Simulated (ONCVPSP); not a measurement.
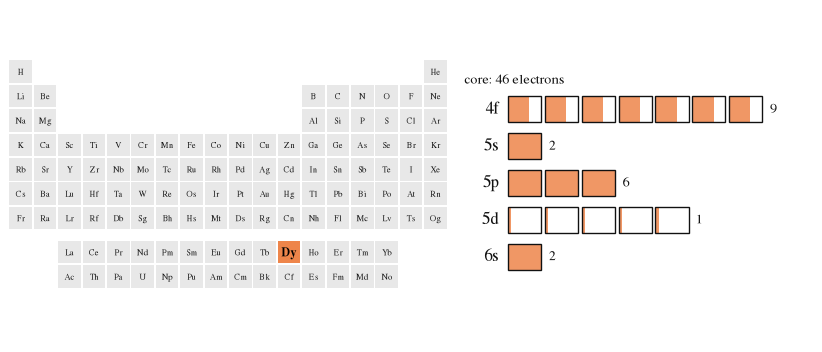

Fig. 1: Left, the place of dysprosium in the periodic table; right, the valence shells of the reference configuration: a box for each of the 2l + 1 orbitals, shaded by the share of the shell that is filled, with the electron count at the right. The shells are those of the unaltered input.

**Dy: pseudopotential generation**

- system: dysprosium (Dy, Z = 66), core [Kr] 4d10, reference valence 4f9 5s2 5p6 5d1 6s2, valence charge 20. (This line and the method describe the unaltered input from which the odd one was made.)
- method: ONCV potential, PBEsol, non-relativistic, made with ONCVPSP 4.0.1

The input:
```
# ATOM AND REFERENCE CONFIGURATION
# atsym  z   nc   nv     iexc    psfile
  Dy 66.00    9    5  -116133      upf
#
#   n    l    f
    1    0    2.00
    2    0    2.00
    2    1    6.00
    3    0    2.00
    3    1    6.00
    3    2   10.00
    4    0    2.00
    4    1    6.00
    4    2   10.00
    4    3    9.00
    5    0    2.00
    5    1    6.00
    5    2    1.00
    6    0    2.00
#
# PSEUDOPOTENTIAL AND OPTIMIZATION
# lmax
    3
#
#   l,   rc,      ep,       ncon, nbas, qcut
    0    2.15    0.00    5    9    6.30
    1    2.20    0.00    4    7    6.40
    2    3.00    0.00    3    8    4.90
    3    0.90    0.00    4    8   15.30
#
# LOCAL POTENTIAL
# lloc, lpopt,  rc(5),   dvloc0
    4    2    0.80    0.00
#
# VANDERBILT-KLEINMAN-BYLANDER PROJECTORs
# l, nproj, debl
    0    2    0.60
    1    2    3.80
    2    1    2.50
    3    2    2.50
#
# MODEL CORE CHARGE
# icmod, fcfact, rcfact
    1    0.25    0.00
#
# LOG DERIVATIVE ANALYSIS
# epsh1, epsh2, depsh
   -3.00    5.00    0.00
#
# OUTPUT GRID
# rlmax, drl
    6.00    0.01
#
# TEST CONFIGURATIONS
# ncnf
    4
# nvcnf
#   n    l    f
    5
    4    3   10.00
    5    0    2.00
    5    1    6.00
    5    2    0.00
    6    0    2.00
#
    5
    4    3   10.00
    5    0    2.00
    5    1    6.00
    5    2    0.00
    6    0    1.00
#
    5
    4    3   10.00
    5    0    2.00
    5    1    6.00
    5    2    0.00
    6    0    0.00
#
    5
    4    3    9.00
    5    0    2.00
    5    1    6.00
    5    2    1.00
    6    0    1.00
#
```

The log's header says scalar-relativistic, as this program prints it for non-relativistic runs too.

Hardware: 1 CPU thread, shared host.

Run as:
```bash
oncvpspnr.x < Dy.dat > Dy.out
```

Log (extracts):
```
ONCVPSP  (Optimized Norm-Conservinng Vanderbilt PSeudopotential)
scalar-relativistic version 4.0.1

#   n    l    f        energy (Ha)
    1    0    2.00    -1.8443700E+03
    2    0    2.00    -2.9574392E+02
    2    1    6.00    -2.8187606E+02
    3    0    2.00    -6.5655813E+01
    3    1    6.00    -5.9425341E+01
    3    2   10.00    -4.7805257E+01
    4    0    2.00    -1.2871919E+01
    4    1    6.00    -1.0402184E+01
    4    2   10.00    -5.9770091E+00
    4    3    9.00    -5.1246304E-01
    5    0    2.00    -1.6808913E+00
    5    1    6.00    -1.0140290E+00
    5    2    1.00    -1.1554271E-01
    6    0    2.00    -1.4284451E-01

Reference configufation results
  iterations    32
  all-electron total energy (Ha)   -1.16407994D+04

Begin loop to  construct optimized pseudo wave functions
and semi-local pseudopoentials for all angular momenta

Calculating optimized projector #   1

 for l=   0

    Fraction of norm inside rc  0.938489
    Optimizing pswf for qcut=   6.29 a_B^-1,  ecut=  19.79 Ha
    Residual kinetic energy error=  4.98D-06 Ha

    Energy error per electron        Cutoff
         Ha          eV             Ha
         0.01000     0.27211       11.11
         0.00100     0.02721       14.34
         0.00010     0.00272       16.79
         0.00001     0.00027       19.68

Calculating optimized projector #   2

 for l=   0

    Fraction of norm inside rc  0.052097
    Optimizing pswf for qcut=   6.29 a_B^-1,  ecut=  19.79 Ha
    Residual kinetic energy error=  1.75D-06 Ha

    Energy error per electron        Cutoff
         Ha          eV             Ha
         0.01000     0.27211        8.13
         0.00100     0.02721       12.45
         0.00010     0.00272       15.59
         0.00001     0.00027       18.15

   Wellstate for l =  1  n =  8
     eigenvalue =   2.7860
     asymptotic potential =   3.2860
     half-point radius =  4.2766

Calculating optimized projector #   1

 for l=   1

    Fraction of norm inside rc  0.881579
    Optimizing pswf for qcut=   6.41 a_B^-1,  ecut=  20.53 Ha
    Residual kinetic energy error=  3.00D-07 Ha

    Energy error per electron        Cutoff
         Ha          eV             Ha
         0.01000     0.27211        5.26
         0.00100     0.02721       10.30
         0.00010     0.00272       14.71
         0.00001     0.00027       17.26

Calculating optimized projector #   2

 for l=   1

    Fraction of norm inside rc  0.137197
    Optimizing pswf for qcut=   6.41 a_B^-1,  ecut=  20.53 Ha
    Residual kinetic energy error=  1.74D-05 Ha

    Energy error per electron        Cutoff
         Ha          eV             Ha
         0.01000     0.27211        7.02
         0.00100     0.02721       14.95
         0.00010     0.00272       18.41
         0.00001     0.00027       24.53

Calculating optimized projector #   1

 for l=   2

    Fraction of norm inside rc  0.686854
    Optimizing pswf for qcut=   4.90 a_B^-1,  ecut=  12.02 Ha
    Residual kinetic energy error=  2.32D-07 Ha

    Energy error per electron        Cutoff
         Ha          eV             Ha
         0.01000     0.27211        5.79
         0.00100     0.02721        7.68
         0.00010     0.00272        9.11
         0.00001     0.00027       10.44

   Wellstate for l =  3  n =  5
     eigenvalue =   1.9875
     asymptotic potential =   2.4875
     half-point radius =  2.1776

Calculating optimized projector #   1

 for l=   3

    Fraction of norm inside rc  0.705975
    Optimizing pswf for qcut=  15.30 a_B^-1,  ecut= 117.06 Ha
    Residual kinetic energy error=  3.76D-03 Ha

    Energy error per electron        Cutoff
         Ha          eV             Ha
         0.01000     0.27211      109.23
         0.00100     0.02721      224.72
         0.00010     0.00272      343.30
         0.00001     0.00027      520.67

Calculating optimized projector #   2

 for l=   3

    Fraction of norm inside rc  0.094700
    Optimizing pswf for qcut=  15.30 a_B^-1,  ecut= 117.06 Ha
    Residual kinetic energy error=  2.03D-03 Ha

    Energy error per electron        Cutoff
         Ha          eV             Ha
         0.01000     0.27211      105.01
         0.00100     0.02721      124.24
         0.00010     0.00272      240.13
         0.00001     0.00027      359.90

Construct Vanderbilt / Kleinmman-Bylander projectors

B matrix Hermiticity error, ll=   0
   1   2    2.0397E-09

  Orthonormal projector coefficients  1.4615E+01  1.1498E+00

B matrix Hermiticity error, ll=   1
   1   2    4.3067E-08

  Orthonormal projector coefficients  1.1955E+01  1.2023E+00

B matrix Hermiticity error, ll=   3
   1   2   -1.1612E-07

  Orthonormal projector coefficients -3.1869E+01 -1.1051E+01

Model core correction analysis
  based on d2Exc/dn_idn_j

d2excae - all-electron derivatives

   -2.148182D-02   -1.022760D-02   -8.105559D-03   -2.816769D-03
   -7.390193D-04
   -1.022670D-02   -2.508137D-02   -2.302120D-02   -1.045554D-02
   -1.376494D-03
   -8.105165D-03   -2.302833D-02   -2.279257D-02   -1.293003D-02
   -1.809329D-03
   -2.841419D-03   -1.059031D-02   -1.322727D-02   -1.415654D-02
   -4.034298D-03
   -7.858548D-04   -1.595956D-03   -2.360149D-03   -5.299974D-03
   -3.077247D-03

d2excps - pseudofunction derivatives with no core correction

   -4.940543D-02   -1.496199D-02   -1.186430D-02   -2.962868D-03
   -1.160611D-03
   -1.496125D-02   -2.638499D-02   -2.378161D-02   -1.070799D-02
   -1.493134D-03
   -1.186408D-02   -2.378883D-02   -2.294911D-02   -1.305783D-02
   -1.915119D-03
   -2.987534D-03   -1.084275D-02   -1.335502D-02   -1.466374D-02
   -4.068732D-03
   -1.207468D-03   -1.712603D-03   -2.465938D-03   -5.334407D-03
   -3.086468D-03

rms 2nd derivative error    5.853423E-03

Polynomial model core charge

d2excps - pseudofunction derivatives with core correction

   -3.060666D-02   -1.146008D-02   -9.276797D-03   -2.666809D-03
   -8.411554D-04
   -1.145920D-02   -2.419345D-02   -2.220968D-02   -1.049013D-02
   -1.304712D-03
   -9.276432D-03   -2.221682D-02   -2.183234D-02   -1.291735D-02
   -1.777661D-03
   -2.691455D-03   -1.062487D-02   -1.321454D-02   -1.466256D-02
   -4.046886D-03
   -8.879915D-04   -1.524169D-03   -2.328480D-03   -5.312568D-03
   -3.070225D-03

rms 2nd derivative error    1.922595E-03

Pseudoatom total energy -147.552415

Diagnostic tests using Vanderbilt-Kleinman-Bylander pseudopotentials
  1 or more projectors used as specified by nproj input data

   l    rcore       rmatch      e in        delta e   norm test  slope test

   0   2.1507385   2.2160395  -1.6808913   0.0000000   1.0000000   1.0000000
   0   2.1507385   2.2160395  -0.1428445   0.0000000   1.0000000   1.0000000

   1   2.2028226   2.2697051  -1.0140290   0.0000001   1.0000001   1.0000002
   1   2.2028226   2.2697051   2.7859710   0.0000001   1.0000000   1.0000000

   2   3.0065922   3.0978788  -0.1155427  -0.0000045   0.9999975   0.9999648

   3   0.9034006   0.9308298  -0.5124630  -0.0000063   0.9999990   0.9999947
   3   0.9034006   0.9308298   1.9875370   0.0000002   0.9999999   0.9999999

 Testing for bound ghosts
   n   l    E NL Schr. Eq   E Basis Diag.   E Cutoff

       0                       -4.636960     75.81  WARNING - GHOST(-)
   1   0       -1.680891       -1.680882     75.81
   2   0       -0.142845       -0.106795     75.81

   2   1       -1.014029       -1.013995     46.09

   3   2       -0.115547       -0.114895     28.55

   4   3       -0.512469       -0.502423    476.08

 Testing for highly-localized positive-energy ghosts
       l    <radius>/rc     E Basis Diag.   E Cutoff

       1        0.445178        4.516460     46.09  WARNING - GHOST(+)

Test configuration 0

   n   l     f        eae           eps        diff
   1   0  2.0000-1844.37004614
   2   0  2.0000 -295.74391815
   2   1  6.0000 -281.87606240
   3   0  2.0000  -65.65581253
   3   1  6.0000  -59.42534125
   3   2 10.0000  -47.80525726
   4   0  2.0000  -12.87191897
   4   1  6.0000  -10.40218400
   4   2 10.0000   -5.97700905
   4   3  9.0000   -0.51246304   -0.51246935   -6.32D-06
   5   0  2.0000   -1.68089129   -1.68089129    0.00D+00
   5   1  6.0000   -1.01402896   -1.01402886    1.07D-07
   5   2  1.0000   -0.11554271   -0.11554716   -4.45D-06
   6   0  2.0000   -0.14284451   -0.14284451    0.00D+00

    Total energies and differences
      AE_ref= -1.16407994D+04  AE_tst= -1.16407994D+04  dif=  0.00D+00
      PS_ref= -1.47552415D+02  PS_tst= -1.47552415D+02  dif=  1.14D-13
      PSP excitation error= -1.14D-13

Test configuration 1

   n   l     f        eae           eps        diff
   1   0  2.0000-1844.09668672
   2   0  2.0000 -295.44789134
   2   1  6.0000 -281.58480882
   3   0  2.0000  -65.32795763
   3   1  6.0000  -59.09888216
   3   2 10.0000  -47.48262293
   4   0  2.0000  -12.57102475
   4   1  6.0000  -10.10445500
   4   2 10.0000   -5.68692030
   4   3 10.0000   -0.25876979   -0.25273771    6.03D-03
   5   0  2.0000   -1.54509509   -1.54546773   -3.73D-04
   5   1  6.0000   -0.89999480   -0.89955797    4.37D-04
   6   0  2.0000   -0.12875724   -0.12880566   -4.84D-05

    Total energies and differences
      AE_ref= -1.16407994D+04  AE_tst= -1.16410905D+04  dif= -2.91D-01
      PS_ref= -1.47552415D+02  PS_tst= -1.47837794D+02  dif= -2.85D-01
      PSP excitation error= -5.75D-03

Test configuration 2

   n   l     f        eae           eps        diff
   1   0  2.0000-1844.32527027
   2   0  2.0000 -295.67580774
   2   1  6.0000 -281.81282727
   3   0  2.0000  -65.55518580
   3   1  6.0000  -59.32614178
   3   2 10.0000  -47.70996319
   4   0  2.0000  -12.79859316
   4   1  6.0000  -10.33205823
   4   2 10.0000   -5.91459176
   4   3 10.0000   -0.48639992   -0.48020779    6.19D-03
   5   0  2.0000   -1.77320891   -1.77355030   -3.41D-04
   5   1  6.0000   -1.12716012   -1.12669158    4.69D-04
   6   0  1.0000   -0.30272883   -0.30281011   -8.13D-05

    Total energies and differences
      AE_ref= -1.16407994D+04  AE_tst= -1.16408762D+04  dif= -7.68D-02
      PS_ref= -1.47552415D+02  PS_tst= -1.47623481D+02  dif= -7.11D-02
      PSP excitation error= -5.77D-03

Test configuration 3

   n   l     f        eae           eps        diff
   1   0  2.0000-1844.59383258
   2   0  2.0000 -295.94313293
   2   1  6.0000 -282.08033595
   3   0  2.0000  -65.82124807
   3   1  6.0000  -59.59226130
   3   2 10.0000  -47.97623146
   4   0  2.0000  -13.06528090
   4   1  6.0000  -10.59880809
   4   2 10.0000   -6.18146325
   4   3 10.0000   -0.75309837   -0.74660760    6.49D-03
   5   0  2.0000   -2.04040524   -2.04065985   -2.55D-04
   5   1  6.0000   -1.39210204   -1.39154024    5.62D-04

    Total energies and differences
      AE_ref= -1.16407994D+04  AE_tst= -1.16404809D+04  dif=  3.18D-01
      PS_ref= -1.47552415D+02  PS_tst= -1.47228109D+02  dif=  3.24D-01
      PSP excitation error= -5.87D-03

Test configuration 4

   n   l     f        eae           eps        diff
   1   0  2.0000-1844.60004381
   2   0  2.0000 -295.97305450
   2   1  6.0000 -282.10526966
   3   0  2.0000  -65.88476421
   3   1  6.0000  -59.65430647
   3   2 10.0000  -48.03421429
   4   0  2.0000  -13.10090471
   4   1  6.0000  -10.63116214
   4   2 10.0000   -6.20594743
   4   3  9.0000   -0.74123007   -0.74185025   -6.20D-04
   5   0  2.0000   -1.90943570   -1.90965209   -2.16D-04
   5   1  6.0000   -1.24219770   -1.24235609   -1.58D-04
   5   2  1.0000   -0.32987227   -0.32991345   -4.12D-05
   6   0  1.0000   -0.32499247   -0.32500362   -1.12D-05

    Total energies and differences
      AE_ref= -1.16407994D+04  AE_tst= -1.16405670D+04  dif=  2.32D-01
      PS_ref= -1.47552415D+02  PS_tst= -1.47320033D+02  dif=  2.32D-01
      PSP excitation error= -2.46D-06
```

Outcome:

- outcome: generated, with a ghost state
- ghost flags of the generator: 1 GHOST(-), 1 GHOST(+)
- largest excitation error printed: 160 meV
- wall time: 6.4 s

What is odd here:

The input is odd on purpose: depsh set to zero. The program ran to the end. The all-electron atom is untouched: its total energy equals that from the unaltered input (−11640.7994 Ha). The pseudo-atom's energy and ghost flags in the reference configuration are also those from the unaltered input, so the oddity leaves no trace there. This setting only spaces or bounds the energies of the logarithmic derivatives; it doesn't enter the potential. The unaltered input has a GHOST(-) flag too. The potential has a bound ghost state, so it can't be used as it stands.
